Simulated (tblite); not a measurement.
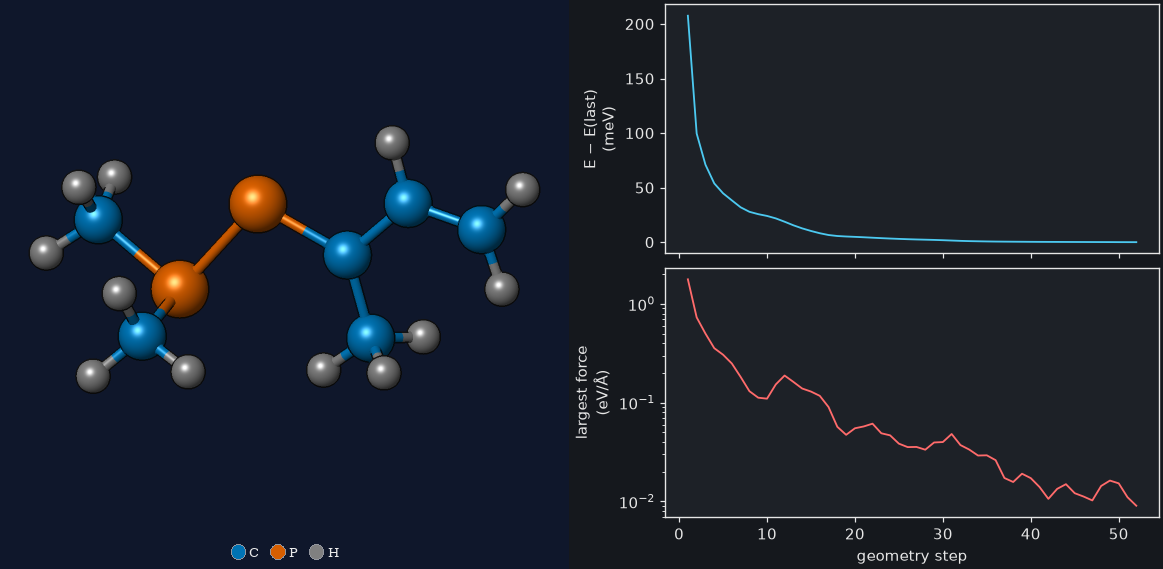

Beside the plot: the molecule at the start.

History of a geometry optimisation.

- system: C6H12P2 (SMILES C=C/C(C)=P/P(C)C)
- method: GFN2-xTB geometry optimisation, gas phase (tblite)

> How did it end, and what did it gain?

The optimisation met its thresholds at geometry 52, counting the start as the first. The energy fell by about 210 meV from the first step to the last. The largest force goes from about 1.8 eV/Å at the start to 9 × 10⁻³ eV/Å at the end.
